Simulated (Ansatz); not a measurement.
# Cl2GeH4N2: the cost of one run

Method: RKS r2SCAN0-D4/def2-SVP; program: Ansatz 0.2.0.

## 1. Starting geometry

SMILES `[NH2][Ge]([NH2])([Cl])[Cl]`, 9 atoms, charge 0, spin multiplicity 1.

Atoms are counted from 1 here; the program's logs count them from 0.

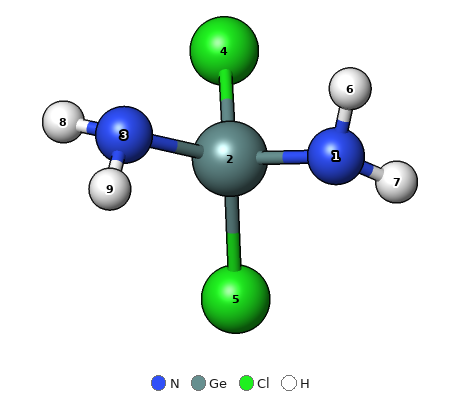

Start geometry, drawn with nitrogen blue, germanium teal, chlorine green, hydrogen white; atoms are numbered from 1 in the order of the file.

Geometry (Å):

```xyz
9
Cl2GeH4N2
N    -0.2618    1.5751   -0.1719
Ge    0.0753   -0.2064   -0.3698
N     0.0828   -0.9757    1.2838
Cl   -1.3925   -1.3522   -1.5098
Cl    1.9459   -0.2971   -1.4921
H    -1.2132    1.7657    0.1645
H    -0.0986    2.1096   -1.0326
H     0.0804   -2.0012    1.2464
H     0.8705   -0.6642    1.8646
```

## 2. Relaxation

Contents of input.yaml:

```yaml
crystal:
  periodic: [false, false, false]
  atoms:
    - { symbol: "N", position_ang: [-0.261802, 1.575138, -0.171906] }
    - { symbol: Ge, position_ang: [0.075263, -0.206365, -0.369841] }
    - { symbol: "N", position_ang: [0.082812, -0.975684, 1.283791] }
    - { symbol: Cl, position_ang: [-1.392548, -1.352153, -1.50984] }
    - { symbol: Cl, position_ang: [1.945913, -0.297106, -1.492143] }
    - { symbol: H, position_ang: [-1.21324, 1.765726, 0.164521] }
    - { symbol: H, position_ang: [-0.098591, 2.109611, -1.032634] }
    - { symbol: H, position_ang: [0.080404, -2.00123, 1.246368] }
    - { symbol: H, position_ang: [0.870488, -0.664238, 1.864585] }
basis:
  gaussian: { orbitals: def2-SVP }
hamiltonian:
  xc: { name: r2SCAN0 }
  dispersion: d4
output:
  forces: true
relax:
  f_tol: 0.003
  max_steps: 120
```

Run with:

```
> ansatz run input.yaml --threads 1 --pin off --max-ram 2560MiB --backend cpu --events-out ev --progress --plain --runs-dir out
```

Q: Estimate wall time and peak memory on 1 thread of Arm Neoverse V2, shared host.

About 83 s, with a peak of 0.33 GiB.
